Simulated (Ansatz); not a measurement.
# Calculations on SiCl₄ and related structures

Part 1: Relaxation

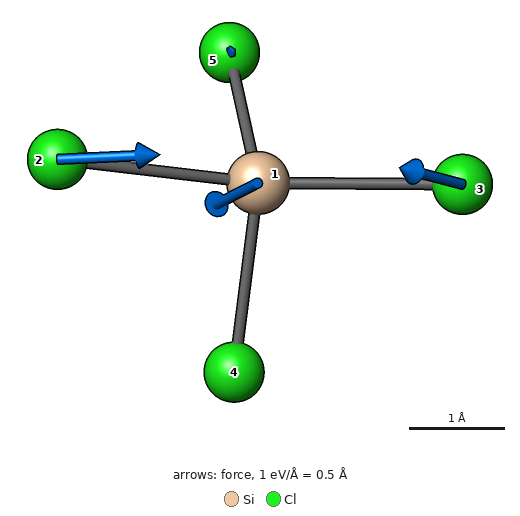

Starting geometry of SiCl₄ with the computed forces as blue arrows. Style: ball-and-stick. Shown at a tilt.

It is one of the separated reactants of a reaction.

These are results of RKS PBE0-D4/def2-TZVP (Ansatz), not measurements. (force threshold 0.005 eV/Å; at most 200 steps)

Q: What follows when this structure is relaxed?

A: It isn't relaxed: the largest force vector, on Si1, is 2.46 eV/Å. The final displacements follow the starting forces only in part (cosine between the two patterns 0.76). Over 6 geometry steps the energy falls by 214.8 kJ/mol. The largest force component goes from 2.2 to 0.0013 eV/Å. The largest move after the best rigid fit is that of Cl2, 0.82 Å. By element the largest moves are Cl 0.82 Å, Si 0.30 Å. Near-neighbour distances that change, for instance: Si1–Cl2 2.239 → 2.022 Å, Si1–Cl3 2.162 → 2.021 Å, Si1–Cl4 2.043 → 2.021 Å. Bond angles that change, for instance: Cl2–Si1–Cl3 166.3° → 109.5°, Cl2–Si1–Cl5 90.8° → 109.5°, Cl2–Si1–Cl4 92.7° → 109.5°.

Part 2: Relaxation

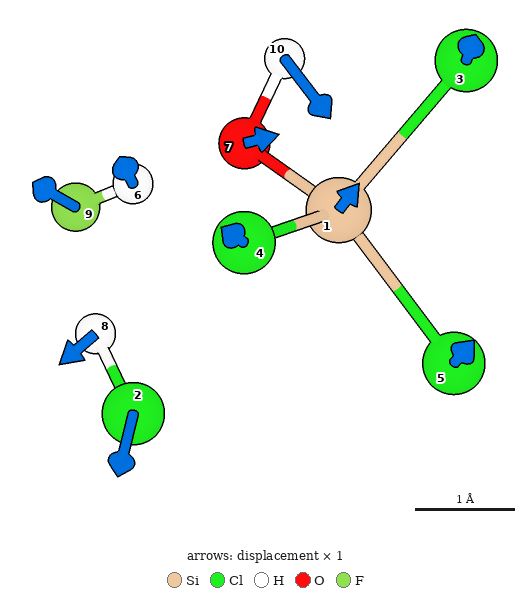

This is a relaxation of SiH$_{3}$OCl$_{4}$F (started from a transition state, displaced along its imaginary mode). The starting structure is drawn; blue arrows show the displacements, at their true length. The two geometries are superimposed by the best rigid fit.

A ball-and-stick model, seen from a free direction.

Level of theory: RKS PBE0-D4/def2-TZVP in Ansatz. Settings: force threshold 0.005 eV/Å; at most 200 steps.

Q: Describe the change and its energy.

A: After 33 accepted moves (37 points after the start) the energy has fallen by 2.871 eV. Largest force component: 16 eV/Å at the start, 0.0033 eV/Å at the end. The line search rejected the trial steps at points 13, 14, 17, 25 of the run. H10 moves most after the best rigid fit: 1.03 Å. By element the largest moves are H 1.03 Å, Cl 0.97 Å, F 0.84 Å, O 0.39 Å, Si 0.37 Å. Near-neighbour distances that change, for instance: Si1–Cl2 3.039 → 4.189 Å, H6–O7 1.456 → 1.670 Å, H6–F9 0.742 → 0.944 Å, Cl2–H8 1.179 → 1.293 Å. Among the angles between lasting bonds that change: Si1–O7–H10 105.8° → 117.5°, Cl3–Si1–O7 100.9° → 109.5°, Cl4–Si1–O7 113.9° → 105.7°. Groups turn about Si1–O7 by about 65°.

Part 3: Reaction

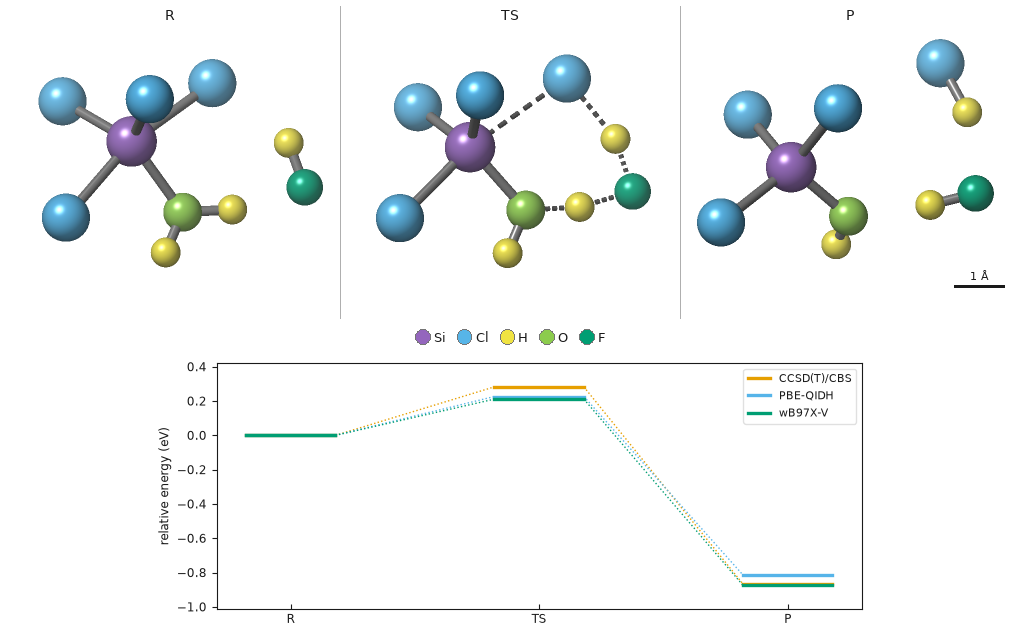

A reaction step of SiH3OCl4F, with its energy diagram. Style: ball-and-stick. Shown at a tilt. Dashed sticks mark bonds that form or break.

Stationary points at PBE0-D4/def2-TZVP, single-point energies with CCSD(T)/CBS, PBE-QIDH, wB97X-V (def2-TZVPP where no basis is named; Ansatz 0.2.0). The energies are electronic, without zero-point or thermal terms, and both ends are the minima reached downhill from the saddle, with any fragments still in contact. CCSD(T)/CBS stands for a frozen-core estimate: MP2 correlation extrapolated from def2-TZVPP and def2-QZVPP, CCSD(T) minus MP2 from the smaller set.

Describe the step and its energetics.

Counted by bonded pieces, R holds HF + SiH₂Cl₄O and P holds HCl + HF + SiHCl₃O. From R over the saddle to P, bonds form: Cl–H (1.97 → 1.58 → 1.29 Å), F–H (1.53 → 1.18 → 0.94 Å). Bonds break: Cl–Si (2.24 → 2.54 → 4.19 Å), H–O (1.00 → 1.15 → 1.67 Å), F–H (0.96 → 1.12 → 1.88 Å). The saddle has one imaginary mode, 697i cm⁻¹. With CCSD(T)/CBS the barrier is 0.28 eV from R and 1.15 eV from P, and P lies 0.87 eV below R.

| level | barrier from R (eV) | barrier from P (eV) | P less R (eV) |
| --- | --- | --- | --- |
| CCSD(T)/CBS | 0.28 | 1.15 | −0.87 |
| PBE-QIDH | 0.23 | 1.04 | −0.81 |
| wB97X-V | 0.21 | 1.08 | −0.87 |
